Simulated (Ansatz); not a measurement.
# AlH···C2H6: what the fields show

```xyz
10

Al   -1.1590    0.3192   -1.5299
C     1.8729   -0.0985    1.7483
H     0.9263   -0.6163    1.8591
H     2.6076   -0.6213    2.3512
C     1.7540    1.3615    2.1690
H     1.4542    1.4458    3.2078
H     2.6991    1.8812    2.0540
H     1.0144    1.8846    1.5721
H     2.1816   -0.1850    0.7112
H    -1.8461    0.2186   -0.0348
```

The calculation used Ansatz 0.2.0, RHF/def2-TZVP.

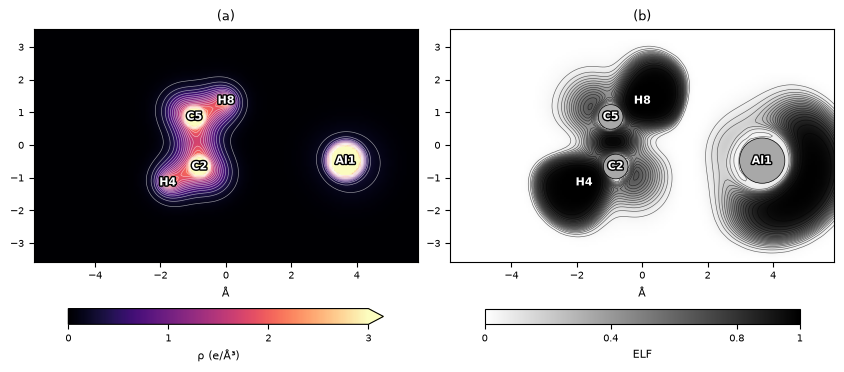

Figure 1. (a) total electron density; (b) ELF on the plane of atoms C2, C5 and H8. Grey discs cover the atomic cores in the ELF map.

Q: Interpret the plot.

A: Atoms in the plane: Al, C and H.
C–C (1.52 Å): ρ at the midpoint is about 1.7 e/Å³; the ELF peaks at about 1 between the atoms (a shared electron pair).
C–H (1.08 Å): the density is about 2 e/Å³ at the midpoint; the ELF climbs to about 1 towards the hydrogen, as it does in any bond to H: an ordinary covalent bond to hydrogen.

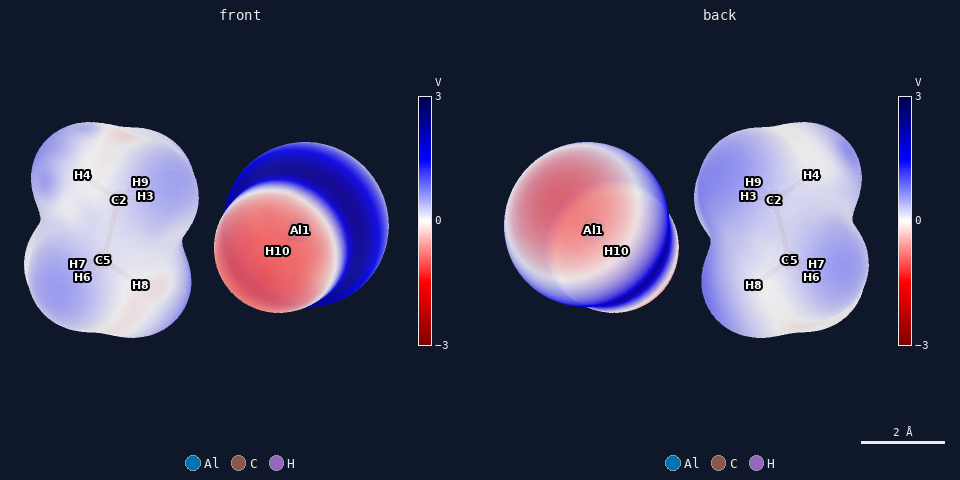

Figure 2. The molecular electrostatic potential painted on the density surface at 0.002 e/bohr³, seen from the front and from behind; red is negative and blue positive.

Q: Which sites attract a positive test charge, and which a negative one?

A: A positive charge is drawn to the negative regions and a negative charge to the positive ones. The most negative region (about −1.0 V) lies over H10, the most positive (about +2.3 V) over Al1.

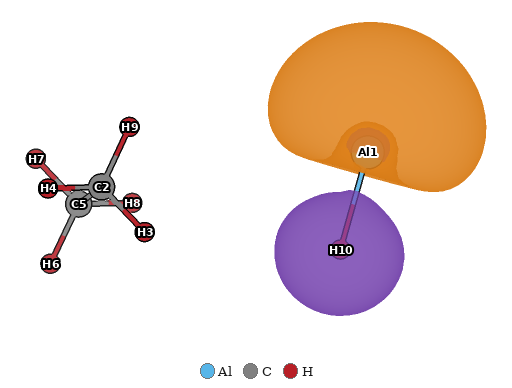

Figure 3. The HOMO at ±0.1 Å⁻³ᐟ² (orange and purple are the two phases), seen from one side.

Q: What is the character of this orbital?

A: It lies mainly on Al1 (about 80 %) and H10 (about 20 %). Its energy is −7.85 eV.
